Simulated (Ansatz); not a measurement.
Ga8P6As2 (16 atoms in the cell), run with Ansatz.

```
crystal:
  lattice:
    - [7.744654, 0.000000, 0.000000]
    - [-0.000001, 6.707068, 0.000000]
    - [0.000000, 0.000000, 6.379485]
  atoms:
    - { symbol: Ga, position: [0.996493, 0.333001, 0.000845] }
    - { symbol: Ga, position: [0.498003, 0.349636, 0.017021] }
    - { symbol: Ga, position: [0.254955, 0.835398, 0.008689] }
    - { symbol: Ga, position: [0.746313, 0.835589, 0.007832] }
    - { symbol: Ga, position: [0.247117, 0.156632, 0.519727] }
    - { symbol: Ga, position: [0.985153, 0.664112, 0.505594] }
    - { symbol: Ga, position: [0.744993, 0.174738, 0.503272] }
    - { symbol: Ga, position: [0.491914, 0.659409, 0.480617] }
    - { symbol: P, position: [0.993836, 0.336848, 0.396960] }
    - { symbol: P, position: [0.516821, 0.335985, 0.382104] }
    - { symbol: P, position: [0.750691, 0.842442, 0.373627] }
    - { symbol: P, position: [0.253893, 0.194495, 0.890528] }
    - { symbol: P, position: [0.009650, 0.683697, 0.898008] }
    - { symbol: P, position: [0.738146, 0.164000, 0.876195] }
    - { symbol: As, position: [0.256360, 0.836552, 0.358668] }
    - { symbol: As, position: [0.485660, 0.657421, 0.849821] }
kpoints:
  mp_grid: { grid: [2, 2, 2], shift: [0.5, 0.5, 0.5] }
hamiltonian:
  xc: pbesol
scf:
  occupations: { method: fermi_dirac, width: 0.01 }
  max_iter: 4
  mixing: { beta: 0.4 }
output:
  forces: true
  eigenvalues: true
  stress: true
```

Command:
```bash
ansatz run in.yaml --threads 7 --pin off --max-ram 13300MiB --runs-dir r --events-out ev --progress --plain
```

Question: Will this run converge, and how?

Answer: Not converged after 4 iterations. The residual is still falling at the last step (down to 3 × 10⁻⁴).

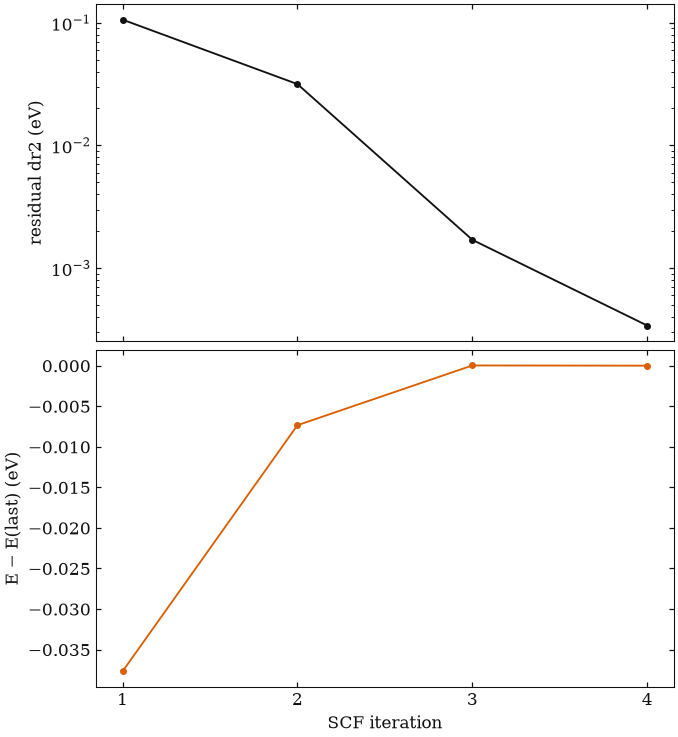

SCF iterations of a calculation: density residual dr2, Harris–Foulkes energy less its last value. The starting density is a sum of atomic densities corrected by a trained network.
